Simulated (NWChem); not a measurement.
# AlClO (SMILES [O]=[Al][Cl]): levels of theory compared

Aim: a comparison of 6 runs (HF/STO-3G, HF/3-21G, B3LYP/aug-cc-pVDZ, B3LYP/6-31G*, BLYP/6-31G**, CCSD(T)/6-311G**) of AlClO. 

The calculation is run with NWChem 7.3.0.

**1. Starting point**

AlClO has 3 atoms, charge 0, and is taken as a singlet. SMILES: `[O]=[Al][Cl]`. The shape comes from GFN2-xTB, which is rough for such elements, and wasn't checked as a minimum.

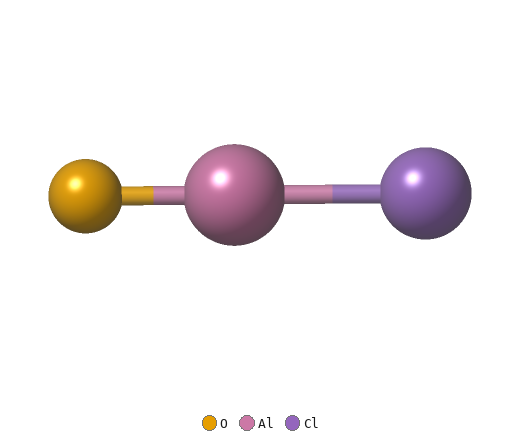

The structure, seen from a chosen angle (oxygen amber, aluminium pink, chlorine purple).

**2. Energy and gradient at HF/STO-3G (run 1)**

run.py

```python
from ase import Atoms
from ase.calculators.nwchem import NWChem

system = Atoms(['O', 'Al', 'Cl'], positions=[
    [0.107470, 1.694260, 0.245960],
    [0.009340, 0.147220, 0.021380],
    [-0.116820, -1.841490, -0.267330],
])

calc = NWChem(
    label='m1',
    theory='scf',
    memory='2200 mb',
    basis='STO-3G',
    basispar='spherical bse',
    scf={'nopen': '0', 'rhf': None, 'thresh': '1e-08', 'maxiter': '80'},
)
system.calc = calc

forces = system.get_forces()
print(f"energy = {system.get_potential_energy():.6f} eV")
print("forces (eV/A):")
for s, f in zip(system.symbols, forces):
    print(f"{s:2s} {f[0]:10.5f} {f[1]:10.5f} {f[2]:10.5f}")
print("dipole (e A):", system.get_dipole_moment().round(4))
```

Command:

```sh
export ASE_NWCHEM_COMMAND="nwchem PREFIX.nwi > PREFIX.nwo"
python run.py
```

Output:

```text
energy = -20883.032412 eV
forces (eV/A):
O    -0.02283   -0.36011   -0.05230
Al    0.11405    1.79813    0.26102
Cl   -0.09122   -1.43802   -0.20877
dipole (e A): [-0.0053 -0.0832 -0.0121]
```

The calculator wrote m1.nwi:

```
title "m1"

permanent_dir m1

scratch_dir m1

start m1

geometry units angstrom nocenter noautosym noautoz
  O  1.0747000000000000e-01 1.6942600000000001e+00 2.4596000000000001e-01
  Al 9.3399999999999993e-03 1.4721999999999999e-01 2.1380000000000000e-02
  Cl -1.1681999999999999e-01 -1.8414900000000001e+00 -2.6733000000000001e-01
end

memory 2200 mb

basis spherical bse noprint
   * library STO-3G
end

scf
  nopen 0
  rhf
  thresh 1e-08
  maxiter 80
end

task scf gradient
```

m1.nwo:

```text
Northwest Computational Chemistry Package (NWChem) 7.3.0
             --------------------------------------------------------

           Job information
           ---------------

    nwchem branch   = 7.3.0
    use scalapack   = T
    input           = m1.nwi
    prefix          = m1.
    data base       = m1/m1.db
    status          = startup
    nproc           =        1

           Memory information
           ------------------

    heap     =     72089598 doubles =      550.0 Mbytes
    stack    =     72089595 doubles =      550.0 Mbytes
    global   =    144179200 doubles =     1100.0 Mbytes (distinct from heap & stack)
    total    =    288358393 doubles =     2200.0 Mbytes
    verify   = yes
    hardfail = no

[... 116 lines left out ...]
 Convergence threshold     :          1.000E-08
[... 13 lines left out ...]
       Final RHF  results
[... 3 lines left out ...]
      One-electron energy =  -1295.182850988698
[... 1 line left out ...]
 Nuclear repulsion energy =    113.321172995494
[... 31 lines left out ...]
                       ROHF Final Molecular Orbital Analysis
[... 143 lines left out ...]
                                        m1

  wavefunction    =   RHF

                         RHF ENERGY GRADIENTS

    atom               coordinates                        gradient
                 x          y          z           x          y          z
   1 O       0.203089   3.201687   0.464797    0.000444   0.007003   0.001017
   2 Al      0.017650   0.278205   0.040402   -0.002218  -0.034968  -0.005076
   3 Cl     -0.220758  -3.479912  -0.505180    0.001774   0.027965   0.004060

                 ----------------------------------------
                 |  Time  |  1-e(secs)   |  2-e(secs)   |
                 ----------------------------------------
                 |  CPU   |       0.00   |       0.25   |
                 ----------------------------------------
                 |  WALL  |       0.00   |       0.25   |
                 ----------------------------------------

 Task  times  cpu:        0.8s     wall:        0.8s
 Total times  cpu:        0.8s     wall:        0.8s
```

Wall time 1.8 s (1 thread of Intel Xeon Platinum 8488C (Sapphire Rapids), shared host); peak memory 0.099 GiB.

**3. Energy and forces at HF/3-21G (run 2)**

run.nw

```
start run
title "AlClO hf"
memory stack 880 mb heap 220 mb global 1100 mb
geometry noautosym nocenter noautoz
  O        0.107470       1.694260       0.245960
  Al       0.009340       0.147220       0.021380
  Cl      -0.116820      -1.841490      -0.267330
end
basis spherical bse
  * library 3-21G
end
scf
  singlet
  rhf
  thresh 1e-08
  maxiter 80
  noprint "final vectors analysis"
end
task scf gradient
```

Command:

```sh
nwchem run.nw > run.out
```

Output:

```text
[...]
  functions       =    35
[...]
  wavefunction    = RHF
[...]
         Total SCF energy =   -772.346864063394
      One-electron energy =  -1296.987768532818
      Two-electron energy =    411.319731473929
 Nuclear repulsion energy =    113.321172995494
        Time for solution =      0.6s
[...]
                         RHF ENERGY GRADIENTS
    atom               coordinates                        gradient
                 x          y          z           x          y          z
   1 O       0.203089   3.201687   0.464797   -0.002494  -0.039323  -0.005708
   2 Al      0.017650   0.278205   0.040402   -0.000989  -0.015582  -0.002262
   3 Cl     -0.220758  -3.479912  -0.505180    0.003483   0.054905   0.007971
[...]
```

Run time: 1.5 s. Hardware: 1 thread of Intel Xeon Platinum 8488C (Sapphire Rapids), shared host; peak memory 0.099 GiB.

Runs 3 to 4 aren't shown in full; the table further down has their settings and results.

**4. Energy and gradient at BLYP/6-31G(d,p) (spherical functions) (run 5)**

alclo.nw

```
START alclo
memory stack 880 mb heap 220 mb global 1100 mb

GEOMETRY noautosym nocenter noautoz
  O        0.107470       1.694260       0.245960
  Al       0.009340       0.147220       0.021380
  Cl      -0.116820      -1.841490      -0.267330
END

BASIS spherical bse
  * library 6-31G**
END

DFT
  xc becke88 lyp
  grid xfine
  convergence energy 1e-08
  maxiter 100
  mulliken
END

TASK dft gradient
```

Command:

```sh
nwchem alclo.nw > alclo.out
```

Output:

```text
[...]
          Wavefunction type:  closed shell.
          No. of atoms     :     3
          No. of electrons :    38
[...]
          Charge           :     0
          Spin multiplicity:     1
[...]
          AO basis - number of functions:    50
[...]
              XC Information
              --------------
                    Becke 1988 Exchange Functional  1.000
              Lee-Yang-Parr Correlation Functional  1.000
[...]
 d= 0,ls=0.0,diis     1   -777.6370614029 -8.91D+02  8.31D-02  1.48D+00     0.9
[...]
 d= 0,ls=0.0,diis    13   -777.8507080097 -1.87D-10  6.13D-08  6.25D-12     8.2
         Total DFT energy =     -777.850708009650
      One electron energy =    -1301.835534434300
           Coulomb energy =      466.219593025498
    Exchange-Corr. energy =      -55.555939596343
 Nuclear repulsion energy =      113.321172995494
[...]
      Total Density - Mulliken Population Analysis
     ---------------------------------------------
    Atom       Charge   Shell Charges
 -----------   ------   -------------------------------------------------------
    1 O    8     8.50   2.00  0.94  2.79  0.95  1.80  0.01
    2 Al  13    12.39   2.00  2.00  5.96  0.80  1.09  0.03  0.26  0.25
    3 Cl  17    17.12   2.00  2.00  5.97  1.43  3.64  0.48  1.59  0.01
[...]
  wavefunction    = closed shell
                         DFT ENERGY GRADIENTS
    atom               coordinates                        gradient
                 x          y          z           x          y          z
   1 O       0.203089   3.201687   0.464797   -0.003413  -0.053810  -0.007812
   2 Al      0.017650   0.278205   0.040402    0.001384   0.021827   0.003169
   3 Cl     -0.220758  -3.479912  -0.505180    0.002029   0.031983   0.004643
[...]
```

It took 12 s on 1 thread of Intel Xeon Platinum 8488C (Sapphire Rapids), shared host; peak memory 0.12 GiB.

**5. A single-point energy at CCSD(T)/6-311G(d,p) (run 6)**

struct.xyz

```xyz
3
AlClO energy
O      0.107470     1.694260     0.245960
Al     0.009340     0.147220     0.021380
Cl    -0.116820    -1.841490    -0.267330
```

struct.nw

```
start struct
title "AlClO energy"
memory total 2200 mb
geometry units angstrom noautosym nocenter noautoz
 load format xyz struct.xyz
end
basis spherical bse
 * library 6-311G**
end
scf
 thresh 1e-08
 maxiter 80
end
ccsd
 freeze core 11
 maxiter 60
end
task ccsd(t) energy
```

Command:

```sh
nwchem struct.nw > struct.out
```

Output:

```text
[...]
  functions       =    70
[...]
  wavefunction    = RHF
[...]
         Total SCF energy =   -776.340452571716
      One-electron energy =  -1301.843849686366
      Two-electron energy =    412.182224119156
 Nuclear repulsion energy =    113.321172995495
        Time for solution =      5.6s
[...]
 Total MP2 energy:           -776.745453428301630
[...]
             energy      energy      error      ampl     ampl      Block
                                                time     time      time
[...]
 Total CCSD energy:           -776.750313339358854
[...]
 Total CCSD+T(CCSD) energy:           -776.770166145650933
[...]
 Total CCSD(T) energy:                -776.766739587776328
[...]
```

It took 35 s on 1 thread of Intel Xeon Platinum 8488C (Sapphire Rapids), shared host; peak memory 0.14 GiB.

**6. Overview of the runs**

| run | level | iteration cap | module | energy (Eh) | dipole moment (D) | HOMO energy (eV) | LUMO energy (eV) | wall time |
| --- | --- | --- | --- | --- | --- | --- | --- | --- |
| 1 | HF/STO-3G | 80 | scf | -767.437292 | 0.40 | -7.43 | 7.31 | 1.8 s |
| 2 | HF/3-21G | 80 | scf | -772.346864 | 2.71 | – | – | 1.5 s |
| 3 | B3LYP/aug-cc-pVDZ | 100 | dft | -777.943902 | – | – | – | 55 s |
| 4 | B3LYP/6-31G* (spherical functions) | 100 | dft | -777.886262 | 3.33 | -7.60 | -2.69 | 11 s |
| 5 | BLYP/6-31G** (spherical functions) | 100 | dft | -777.850708 | 3.02 | -6.35 | -3.18 | 12 s |
| 6 | CCSD(T)/6-311G** | 80 | ccsd(t) | -776.766740 | – | -11.29 | 0.56 | 35 s |

**7. Outcome**

| quantity | value |
| --- | --- |
| run 6: total energy | -776.76674 Eh |
| run 6: HOMO energy (Hartree–Fock orbitals) | -11.29 eV |
| run 6: LUMO energy (Hartree–Fock orbitals) | 0.56 eV |
| run 6: HOMO–LUMO gap (Hartree–Fock orbitals) | 11.85 eV |
| run 6: correlation energy (11 core orbitals frozen) | -426.3 mEh |
| run 6: (T) correction | -16.43 mEh |

Over runs 1, 2, 4, 5 the dipole moment (its size) runs from 0.40 D (HF/STO-3G) to 3.33 D (B3LYP/6-31G*). The two ends differ in method and basis. Over runs 1, 4, 5 the HOMO–LUMO gap runs from 3.17 eV (BLYP/6-31G**) to 14.74 eV (HF/STO-3G). Totals of different functionals can't be ranked against each other. In run 1 the basis is minimal, so the values are rough. All runs together took 1.9 min, the longest 55 s.
